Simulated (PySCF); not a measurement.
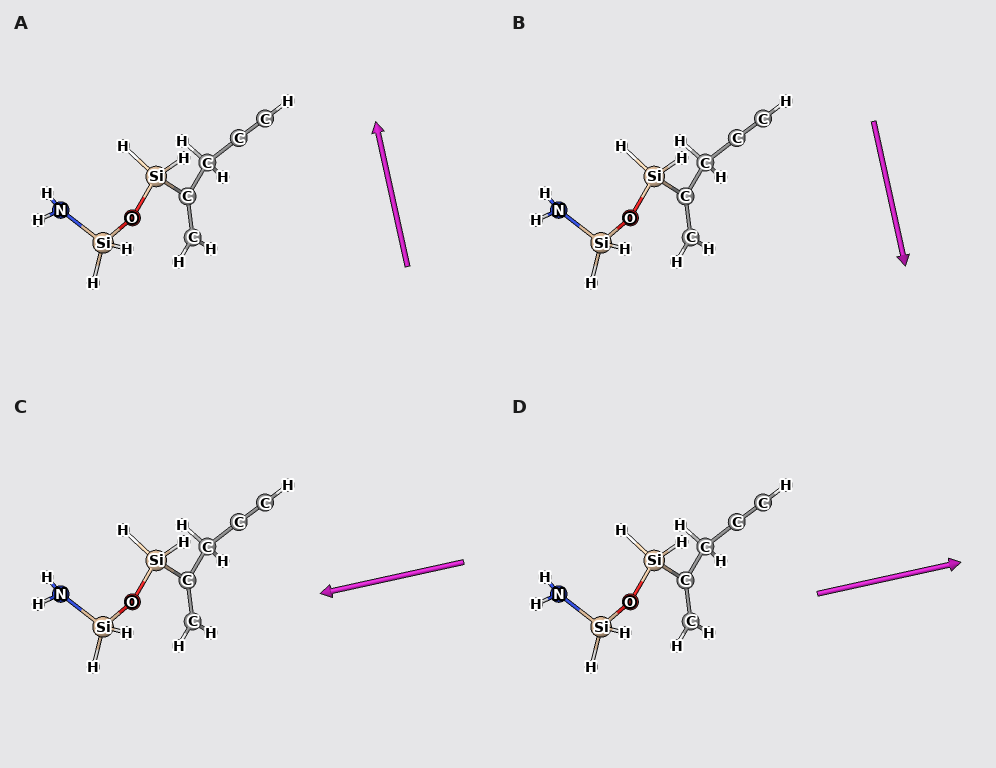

The same molecule four times, each with an arrow. The geometry was computed by an optimisation with GFN2-xTB. No frequency run is at hand to confirm it as a minimum. Method: PBE0/pcSseg-1, gas phase (PySCF 2.14.0).

### Which arrow points along the dipole moment, from the negative to the positive end?

C. The dipole moment is 1.65 D.

The geometry is semi-empirical. Around Si such bond lengths and angles can be off by a tenth of an ångström or more and by several degrees, and values that hang on the shape move with them.
